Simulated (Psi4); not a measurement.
**C2H3In (SMILES C#[C][InH2]) at wB97X-V/def2-SVPD (core potential)**

What is the vertical electron affinity of C2H3In at wB97X-V/def2-SVPD (core potential)? 

The calculation is run with Psi4 1.11.

3 further runs of the same task are left out: 2 that didn't finish, 1 set aside as unsound or not needed.

## (1) The molecule

The species is C2H3In (6 atoms), meant as a singlet with charge 0. SMILES: `C#[C][InH2]`. The coordinates come from a PBE0-D4/def2-TZVP relaxation.

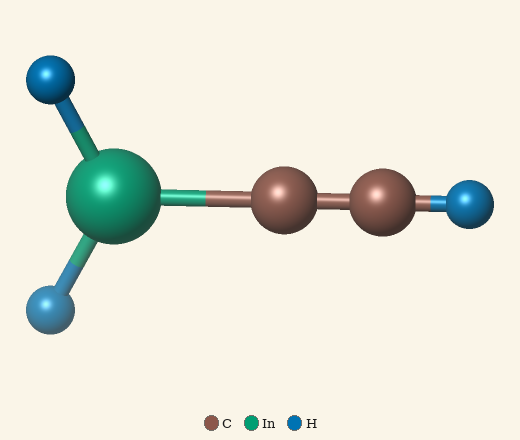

The structure, seen from a chosen angle (carbon brown, indium teal, hydrogen blue).

## (2) A single-point energy at wB97X-V/def2-SVPD (core potential)

File run.py:

```python
import numpy as np
from ase.calculators.psi4 import Psi4
from ase import Atoms

a = Atoms(['C', 'C', 'In', 'H', 'H', 'H'], positions=[
    [-0.186600, -1.928000, 0.015100],
    [-0.070400, -0.723400, 0.005900],
    [0.131900, 1.363900, -0.010600],
    [-0.289000, -2.989600, 0.023300],
    [0.673500, 2.081500, -1.468800],
    [-0.259400, 2.195500, 1.435000],
])
calc = Psi4(atoms=a, method='wb97x-v', basis='def2-SVPD', memory='1600MB', num_threads=1, charge=0, multiplicity=1, label='c2h3in')
calc.psi4.set_options({'puream': True, 'e_convergence': 1e-09, 'd_convergence': 1e-08, 'scf_type': 'pk', 'dft_radial_points': 99, 'dft_spherical_points': 590})
a.calc = calc

print(f'energy: {a.get_potential_energy():.6f} eV')
```

Launch:

```console
python run.py
```

c2h3in.dat (excerpt; [...] marks lines left out):

```text
[...]
    !!!  WARNING: ECP capability is in beta. Please check occupations closely.  !!!
[...]
  Running in c1 symmetry.
[...]
  Nuclear repulsion =   91.358346393140707
[...]
  Multiplicity = 1
[...]
  Nalpha       = 18
  Nbeta        = 18
[...]
    Number of basis functions: 96
[...]
   @RKS iter   1:  -267.75219271046598   -1.43850e+00   6.06089e-03 ADIIS/DIIS
[...]
   @RKS iter  11:  -267.94149727791944   -1.00613e-11   5.05485e-09 DIIS
[...]
    Orbital Energies [Eh]
    ---------------------
    Doubly Occupied:
       1A    -10.281679     2A    -10.270256     3A     -4.796369
       4A     -3.213282     5A     -3.200345     6A     -3.199096
       7A     -0.902725     8A     -0.893744     9A     -0.892722
      10A     -0.890882    11A     -0.888393    12A     -0.852186
      13A     -0.646809    14A     -0.563662    15A     -0.432221
      16A     -0.412852    17A     -0.386993    18A     -0.372563
[...]
  @RKS Final Energy:  -267.94149727791944
   => Energetics <=
    Nuclear Repulsion Energy =             91.3583463931407067
    One-Electron Energy =                -619.9508962657384927
    Two-Electron Energy =                 279.9392451299943332
    DFT Exchange-Correlation Energy =     -19.4288196987302229
    Empirical Dispersion Energy =           0.0000000000000000
    VV10 Nonlocal Energy =                  0.1406271634142419
    Total Energy =                       -267.9414972779194386
[...]
 Multipole Moments:
 ------------------------------------------------------------------------------------
     Multipole            Electronic (a.u.)      Nuclear  (a.u.)        Total (a.u.)
 ------------------------------------------------------------------------------------
 L = 1.  Multiply by 2.5417464519 to convert [e a0] to [Debye]
 Dipole X            :          3.3000986           -3.2900290            0.0100697
 Dipole Y            :         34.0975947          -33.9949526            0.1026422
 Dipole Z            :         -0.2663853            0.2657071           -0.0006782
 Magnitude           :                                                    0.1031372
[...]
```

The script printed:

```text
energy: -7291.059514 eV
```

Run time: 1.9 min. Hardware: 1 thread of Intel Xeon Platinum 8259CL at 2.50GHz (Skylake/Cascade Lake), shared host; peak memory 0.88 GiB.

## (3) The doublet anion, same level

File job.json:

```json
{
 "schema_name": "qcschema_input",
 "schema_version": 1,
 "molecule": {
  "schema_name": "qcschema_molecule",
  "schema_version": 2,
  "symbols": ["C", "C", "In", "H", "H", "H"],
  "geometry": [-0.35262289, -3.64339197, 0.02853486, -0.13303672, -1.36702788, 0.01114938, 0.24925488, 2.57739746, -0.0200311, -0.54613085, -5.64952522, 0.04403062, 1.27273054, 3.93346493, -2.77562973, -0.49019496, 4.14889371, 2.71175699],
  "molecular_charge": -1,
  "molecular_multiplicity": 2,
  "fix_symmetry": "c1"
 },
 "driver": "energy",
 "model": {
  "method": "wb97x-v",
  "basis": "def2-SVPD"
 },
 "keywords": {
  "reference": "uks",
  "puream": true,
  "e_convergence": 1e-09,
  "d_convergence": 1e-08,
  "scf_type": "pk",
  "dft_radial_points": 99,
  "dft_spherical_points": 590,
  "maxiter": 200
 }
}
```

Launch:

```console
psi4 --qcschema job.json -n 1 --memory 1600MB
```

stdout (excerpt; [...] marks lines left out):

```text
[...]
    !!!  WARNING: ECP capability is in beta. Please check occupations closely.  !!!
[...]
  Running in c1 symmetry.
[...]
  Nuclear repulsion =   91.358346432264852
[...]
  Multiplicity = 2
[...]
  Nalpha       = 19
  Nbeta        = 18
[...]
    Number of basis functions: 96
[...]
   @UKS iter   1:  -267.62423961813835   -1.30530e+00   7.18457e-03 DIIS/ADIIS
[...]
   @UKS iter  16:  -267.94978889925517   -9.09495e-12   4.91091e-09 DIIS
[...]
   @S^2 Observed:                7.561995852E-01
[...]
    Orbital Energies [Eh]
    ---------------------
    Alpha Occupied:
       1A    -10.104144     2A    -10.101095     3A     -4.571904
       4A     -2.981976     5A     -2.978764     6A     -2.977636
       7A     -0.695147     8A     -0.670313     9A     -0.669673
      10A     -0.666253    11A     -0.665502    12A     -0.663657
      13A     -0.483668    14A     -0.374057    15A     -0.240461
      16A     -0.229338    17A     -0.222809    18A     -0.191529
      19A     -0.011287
    Alpha Virtual:
      20A      0.175375    21A      0.220776    22A      0.227690
      23A      0.231058    24A      0.250338    25A      0.255242
[...]
  @UKS Final Energy:  -267.94978889925517
   => Energetics <=
    Nuclear Repulsion Energy =             91.3583464322648524
    One-Electron Energy =                -627.1953712878605529
    Two-Electron Energy =                 287.2287605367002357
    DFT Exchange-Correlation Energy =     -19.4835338894436703
    Empirical Dispersion Energy =           0.0000000000000000
    VV10 Nonlocal Energy =                  0.1420093090840334
    Total Energy =                       -267.9497888992551111
[...]
 Multipole Moments:
 ------------------------------------------------------------------------------------
     Multipole            Electronic (a.u.)      Nuclear  (a.u.)        Total (a.u.)
 ------------------------------------------------------------------------------------
 L = 1.  Multiply by 2.5417464519 to convert [e a0] to [Debye]
 Dipole X            :          3.2735194           -3.2900290           -0.0165096
 Dipole Y            :         33.8229112          -33.9949525           -0.1720413
 Dipole Z            :         -0.2641755            0.2657071            0.0015317
 Magnitude           :                                                    0.1728385
[...]
```

The result, in JSON:

```text
{
 "driver": "energy",
 "model": {
  "method": "wb97x-v",
  "basis": "def2-SVPD"
 },
 "success": true,
 "return_result": -267.94978889925517,
 "properties": {
  "calcinfo_nbasis": 96,
  "calcinfo_nmo": 96,
  "calcinfo_nalpha": 19,
  "calcinfo_nbeta": 18,
  "calcinfo_natom": 6,
  "nuclear_repulsion_energy": 91.35834643226485,
  "return_energy": -267.94978889925517,
  "scf_one_electron_energy": -627.1953712878606,
  "scf_two_electron_energy": 287.22876053670024,
  "scf_vv10_energy": 0.14200930908403345,
  "scf_xc_energy": -19.48353388944367,
  "scf_dipole_moment": [-0.016509568321133372, -0.17204134607425203, 0.0015316604644447507],
  "scf_total_energy": -267.94978889925517,
  "scf_iterations": 16
 }
}
```

Wall time 3 min (1 thread of Intel Xeon Platinum 8259CL at 2.50GHz (Skylake/Cascade Lake), shared host); peak memory 0.89 GiB.

## (4) Outcome

Level: wB97X-V/def2-SVPD (core potential).

| quantity | value |
| --- | --- |
| singlet C2H3In: total energy | -267.94150 Eh |
| singlet C2H3In: dipole moment | 0.26 D |
| singlet C2H3In: HOMO energy | -10.14 eV |
| singlet C2H3In: LUMO energy | -0.16 eV |
| singlet C2H3In: HOMO–LUMO gap | 9.98 eV |
| doublet anion: total energy | -267.94979 Eh |
| doublet anion: HOMO energy (highest over α and β) | -0.31 eV |
| doublet anion: LUMO energy (lowest over α and β) | 4.77 eV |
| doublet anion: ⟨S²⟩ | 0.756 |
| vertical electron affinity (to the doublet anion) | 0.226 eV |

At fixed nuclei the extra electron is bound by 0.23 eV (21.8 kJ/mol).
